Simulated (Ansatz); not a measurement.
**Run report: GeSiH₇F, single-point calculation**

System: GeSiH₇F.
Method: RKS PBE0-D4/def2-TZVPP (Ansatz 0.2.0).

The geometry is the product side of a reaction. The reaction was set up to form Ge1–Si7 and F2–H6 and to break Ge1–F2 and H6–Si7 (atoms counted from 1 in the order of the input); sticks are drawn by distance alone. The geometry comes from this level: PBE0-D4/def2-TZVP.

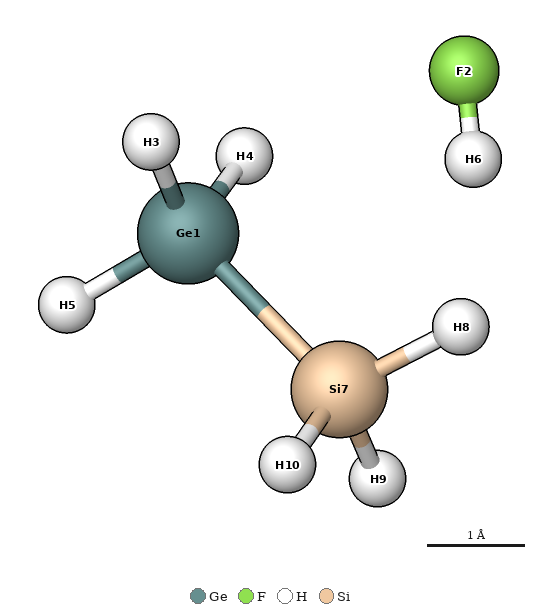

Figure 1. The input geometry (ball-and-stick view, seen at a tilt; atoms are numbered from 1 in the order of the input). Sticks mark near contacts. Bond lengths as drawn: F–H 0.93 Å, Ge–H 1.53 to 1.54 Å, Ge–Si 2.38 Å and H–Si 1.49 to 1.50 Å.

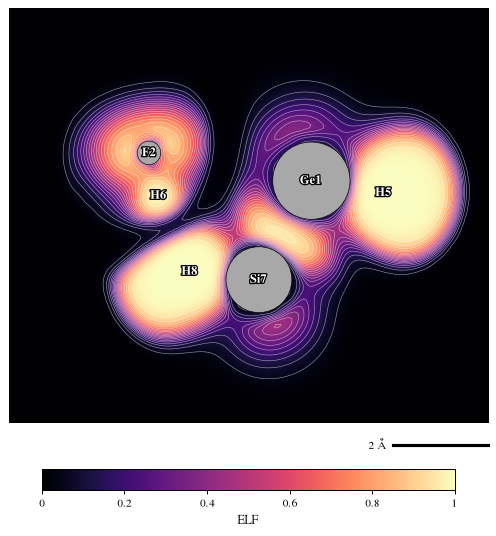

Figure 2. ELF on the plane of atoms Ge1, Si7 and H8. Grey discs, where drawn, cover atomic cores. H6···H8 (1.75 Å): the ELF is only about 0.10 between them (a non-bonded, intermolecular contact). Si–Ge (2.38 Å): the ELF peaks at about 0.95 between the atoms (a covalent bond). F–H (0.93 Å): the ELF climbs to about 1 towards the hydrogen, as it does in any bond to H (a covalent bond by its length). Si–H (1.50 Å): the ELF climbs to about 1 towards the hydrogen. Ge–H (1.54 Å): the ELF climbs to about 1 towards the hydrogen.

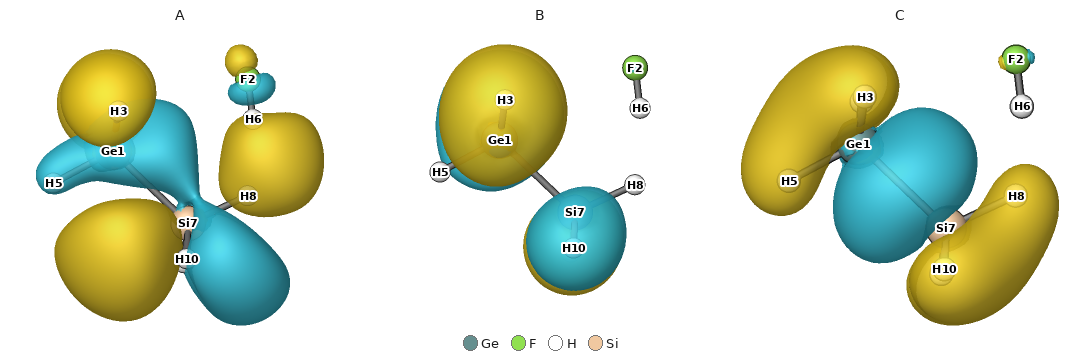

Figure 3. Three frontier orbitals at ±0.06 Å⁻³ᐟ² (yellow and cyan are the two phases). B is the HOMO−1 (−9.65 eV). By Hirshfeld shares it lies mainly on Ge1 (35 %), H3 (20 %), H4 (20 %) and Si7 (10 %). C is the HOMO (−8.59 eV). Its weight (Hirshfeld) is mainly on Ge1 (40 %) and Si7 (35 %). A is the LUMO (0.04 eV). It lies mainly on Si7 (40 %) and Ge1 (20 %). The HOMO–LUMO gap is 8.63 eV between the orbital energies.

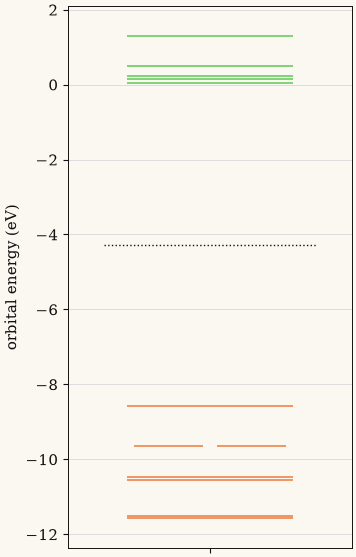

Figure 4. Orbital energies near the frontier; the dotted line parts filled from empty levels, and levels within 0.02 eV of each other stand side by side. Highest filled −8.59 eV, lowest empty 0.04 eV, 8.63 eV apart.

These pictures come from the run below.

### The input
```yaml
crystal:
  periodic: [false, false, false]
  atoms:
    - {symbol: Ge, position_ang: [-1.044545, -0.893117, -0.207713]}
    - {symbol: F, position_ang: [2.254255, -1.220331, 0.921850]}
    - {symbol: H, position_ang: [-0.283884, -1.834387, -1.149952]}
    - {symbol: H, position_ang: [-1.059174, -1.477098, 1.210466]}
    - {symbol: H, position_ang: [-2.493015, -0.750226, -0.705031]}
    - {symbol: H, position_ang: [2.052399, -0.337550, 0.726181]}
    - {symbol: Si, position_ang: [-0.042076, 1.266231, -0.205195]}
    - {symbol: H, position_ang: [1.377010, 1.206957, 0.272138]}
    - {symbol: H, position_ang: [-0.756773, 2.193070, 0.708991]}
    - {symbol: H, position_ang: [-0.004096, 1.846450, -1.571735]}
basis:
  gaussian: {orbitals: def2-TZVPP}
hamiltonian: {xc: pbe0, dispersion: d4}
output: {orbitals: {seedname: orbitals}}
```

Launched with:
```bash
ansatz run in.yaml --threads 4 --pin off --events-out ev --progress --plain --max-ram 9574MiB
```

### The program's output
```
Functional definition: PBE0
  name "PBE0"
  cite "Adamo & Barone, J. Chem. Phys. 110, 6158 (1999) doi:10.1063/1.478522"
  cite "Perdew, Burke & Ernzerhof, Phys. Rev. Lett. 77, 3865 (1996) doi:10.1103/PhysRevLett.77.3865"
  parent pbe
  parameter a = 0.25
  parameter kappa = 0.804
  parameter beta = 0.06672455060314922
  exchange = (1 - a)*pbe_x(kappa = kappa, mu = beta*pi^2/3) + a*exact_x
  correlation = pbe_c(beta = beta)
1261 factors; their error is unknown
mean field evaluation 1: about -67213.0022 eV, gradient 3.5e1 eV
mean field evaluation 2: about -67211.8489 eV, gradient 4.8e1 eV
mean field evaluation 4: about -67214.6441 eV, gradient 1.2e0 eV
mean field evaluation 8: about -67214.9416 eV, gradient 2.2e-1 eV
mean field -67214.94159828 eV, -2470.1035438131 hartree, gradient 5.4e-5 eV, S^2 0.000000; 0 other end points of the search recorded, 0 dependent functions left out
reference -67214.94163111 eV, -2470.1035450197 hartree; 31, 31 occupied and 188, 188 virtual orbitals, 1261 factors
Total energy: -67215.07989866 eV, -2470.1086262584 hartree
```

### Summary

- outcome: converged
- total energy: −67215.0799 eV
- mean-field energy: −67214.9416 eV
- dispersion energy: −0.1383 eV
- SCF solution under orbital rotations: stable
- HOMO: −8.59 eV
- LUMO: 0.04 eV
- hardware: 4 threads of Arm Neoverse V2, 23 GiB of memory available, shared host
- wall time: 2.1 s (CPU time 7.8 s)
- peak memory: 0.47 GiB
